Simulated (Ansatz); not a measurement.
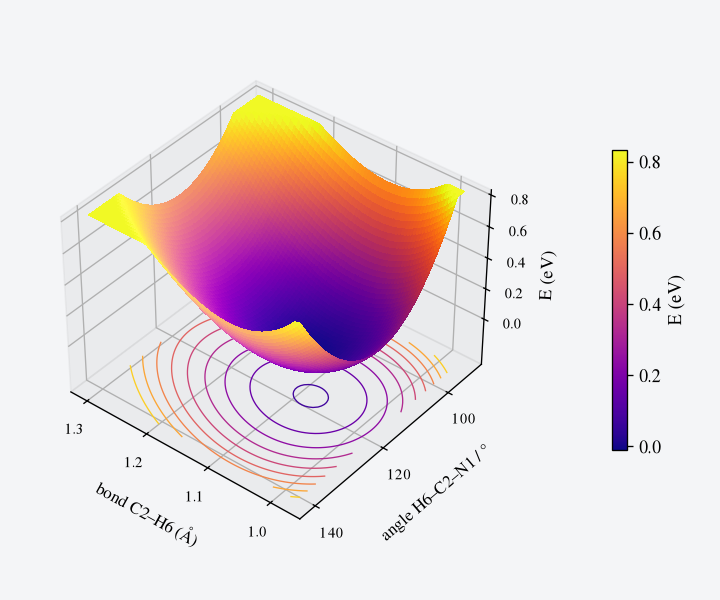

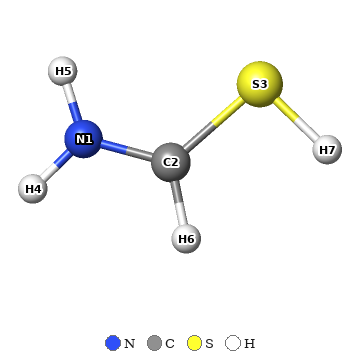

Energy landscape of CH4NS, charge +1. 
- Two internal coordinates are moved rigidly from the geometry relaxed at PBE0-D4/def2-TZVP, all others fixed.
- Coordinates scanned: (1) bond C2–H6; (2) angle H6–C2–N1.
- The scan uses a 7 × 7 grid.
- Energies are in eV, from the lowest grid point.
- The calculation used RKS PBE0-D4/def2-TZVPP (Ansatz 0.2.0).

The picture shows a relief with its contours projected below, any walls above the top of the colour scale cut off. Between grid points the surface is interpolated. The second picture is the structure at the lowest point.

Summarise what can be read from the map.

The lowest grid point is at bond C2–H6 = 1.110 Å, angle H6–C2–N1 = 116.9°. No other kind of well shows on this grid. The highest grid point, bond C2–H6 = 1.304 Å, angle H6–C2–N1 = 140.9°, lies 1.18 eV above the lowest. Round the minimum the two coordinates are nearly uncoupled.

Grid values (eV):

| angle H6–C2–N1 ↓, bond C2–H6 → | 0.978 | 1.009 | 1.056 | 1.110 | 1.170 | 1.235 | 1.304 |
| --- | --- | --- | --- | --- | --- | --- | --- |
| 140.9 | 0.85 | 0.72 | 0.62 | 0.62 | 0.72 | 0.91 | 1.18 |
| 132.9 | 0.51 | 0.38 | 0.28 | 0.28 | 0.38 | 0.57 | 0.84 |
| 124.9 | 0.30 | 0.17 | 0.07 | 0.07 | 0.17 | 0.36 | 0.64 |
| 116.9 | 0.24 | 0.11 | 0.01 | 0.00 | 0.10 | 0.29 | 0.56 |
| 108.9 | 0.32 | 0.19 | 0.08 | 0.07 | 0.16 | 0.35 | 0.61 |
| 100.9 | 0.55 | 0.42 | 0.31 | 0.29 | 0.38 | 0.56 | 0.81 |
| 92.9 | 0.95 | 0.81 | 0.70 | 0.67 | 0.75 | 0.92 | 1.16 |

The input of one point:

```yaml
crystal:
  periodic: [false, false, false]
  atoms:
    - {symbol: N, position_ang: [-0.799879, 0.333460, -0.687980]}
    - {symbol: C, position_ang: [-0.006982, -0.077583, 0.249442]}
    - {symbol: S, position_ang: [1.656490, -0.258238, 0.052725]}
    - {symbol: H, position_ang: [-1.793063, 0.424430, -0.517056]}
    - {symbol: H, position_ang: [-0.471554, 0.577761, -1.615149]}
    - {symbol: H, position_ang: [-0.470028, -0.318714, 1.229005]}
    - {symbol: H, position_ang: [1.874652, -0.686124, 1.309712]}
basis:
  gaussian: {orbitals: def2-TZVPP}
total_charge: 1
hamiltonian: {xc: pbe0, dispersion: d4}
output: {forces: true, orbitals: {seedname: orbitals}}
```
